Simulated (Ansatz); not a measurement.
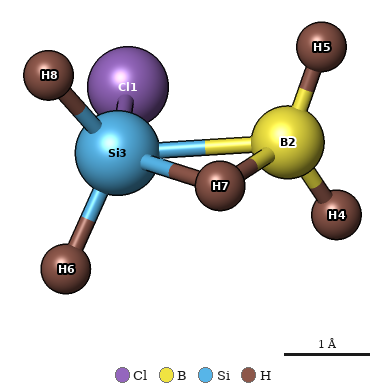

This is the input geometry for a relaxation of BSiH5Cl (multiplicity 2) (started from a transition state, displaced along its imaginary mode). Style: ball-and-stick. Shown from a free direction.

Method: UKS PBE0-D4/def2-TZVP in Ansatz 0.2.0.

The input:
```yaml
crystal:
  periodic: [false, false, false]
  atoms:
    - {symbol: Cl, position_ang: [-0.983711, -1.643020, 1.047375]}
    - {symbol: B, position_ang: [0.902478, 0.453776, 0.556074]}
    - {symbol: Si, position_ang: [-0.661120, -0.279647, -0.484048]}
    - {symbol: H, position_ang: [0.573245, 1.139646, 1.494795]}
    - {symbol: H, position_ang: [1.875788, -0.259460, 0.523872]}
    - {symbol: H, position_ang: [-1.870058, 0.596604, -0.639663]}
    - {symbol: H, position_ang: [0.531572, 1.008216, -0.739465]}
    - {symbol: H, position_ang: [-0.368292, -1.016116, -1.759040]}
basis:
  gaussian: {orbitals: def2-TZVP}
magnetization: {spin_polarized: true, initial_magnetization: 1}
hamiltonian: {xc: pbe0, dispersion: d4}
relax: {f_tol: 0.005, max_steps: 200}
```

### Predict the outcome.

The largest move after the best rigid fit is that of Cl1, 0.38 Å. By element the largest moves are Cl 0.38 Å, B 0.17 Å, Si 0.14 Å, H 0.13 Å. Some distances before and after: B2–H7 1.457 → 1.250 Å, Si3–H7 1.774 → 1.929 Å, B2–Si3 2.016 → 2.085 Å, Si3–H6 1.501 → 1.477 Å. Bond angles that change, for instance: Cl1–Si3–B2 88.8° → 107.5°, B2–Si3–H6 117.8° → 109.9°, Si3–B2–H7 58.8° → 65.2°. After 8 geometry steps the energy has fallen by 9.85 kcal/mol. The largest force component goes from 1.3 to 0.0012 eV/Å. The run took roughly 70 core-seconds on a shared host.

Final geometry:

```xyz
8

Cl   -1.2846   -1.8402    0.9280
B     0.9643    0.5810    0.4567
Si   -0.6876   -0.3746   -0.3828
H     0.6059    1.2135    1.4020
H     1.8923   -0.1679    0.4433
H    -1.7994    0.5857   -0.5370
H     0.6109    1.0250   -0.6573
H    -0.3020   -1.0225   -1.6531
```

The end point in the same view:

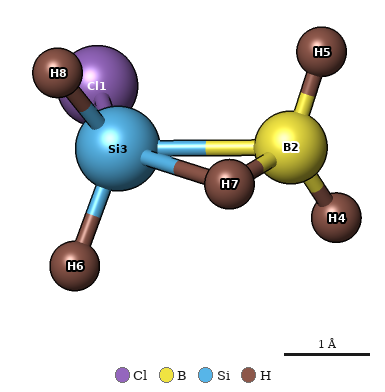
